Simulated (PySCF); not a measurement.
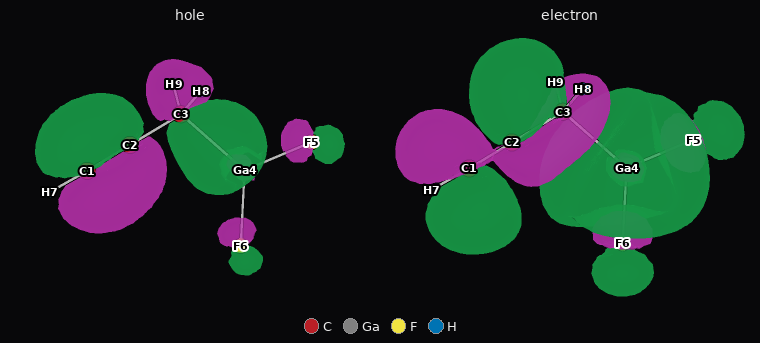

*C3H3F2Ga, SMILES `C#C[CH2][Ga]([F])[F]`. Leading natural transition orbital pair of T₁ (TDA triplet states); the surfaces enclose about 85 % of each orbital's density.*

Computed with PySCF, CAM-B3LYP/def2-SVPD, geometry: GFN2-xTB. No frequency check shows the geometry to be a minimum. GFN2-xTB bond lengths at metals and heavier atoms can be off by up to 0.1 Å and shapes distorted, which carries into these values.

### Where does the state lie, and where do hole and electron sit?

4.54 eV (273 nm), spin-forbidden from the singlet ground state; the leading pair carries 95 %; hole on C1 (33 %), C2 (23 %) and C3 (16 %), electron on Ga4 (39 %), C3 (15 %) and C1 (14 %); their centroids lie 1.2 Å apart. In canonical orbitals it is mainly HOMO → LUMO (80 %). The HOMO–LUMO gap is 8.30 eV.
